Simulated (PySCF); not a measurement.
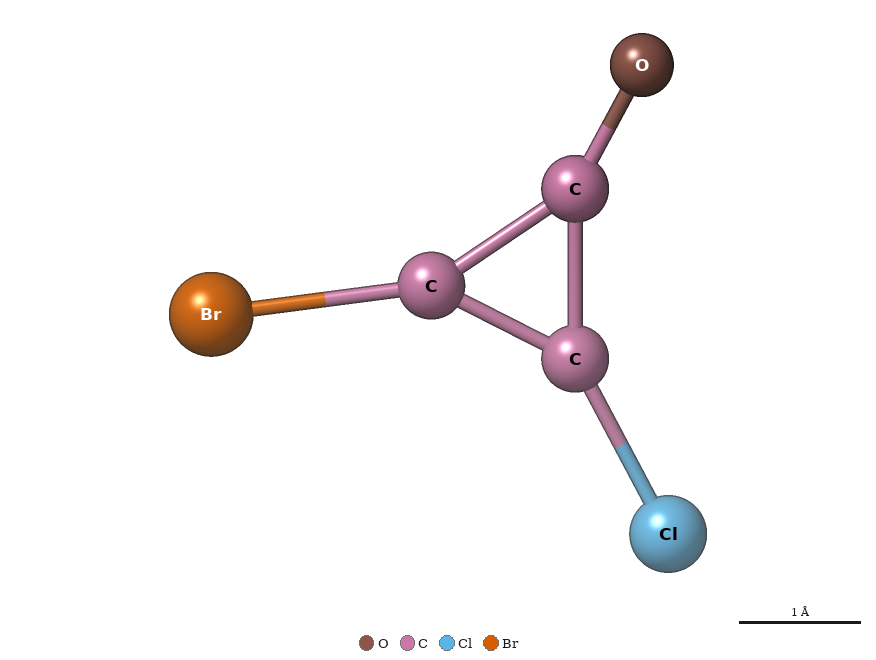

Atoms fade into the background with distance from the viewer. Computed geometry: PBE0-D3(BJ)/def2-SVP optimisation. No frequency run is at hand to confirm it as a minimum. Masses are those of the most abundant isotopes; constants are for the rigid equilibrium geometry.

Q: Classify the rotor and give the rotational constants (MHz).

A: An asymmetric top (Cs): A = 2597, B = 1030, C = 737 MHz. Ray's parameter κ is −0.69, nearer the prolate limit.
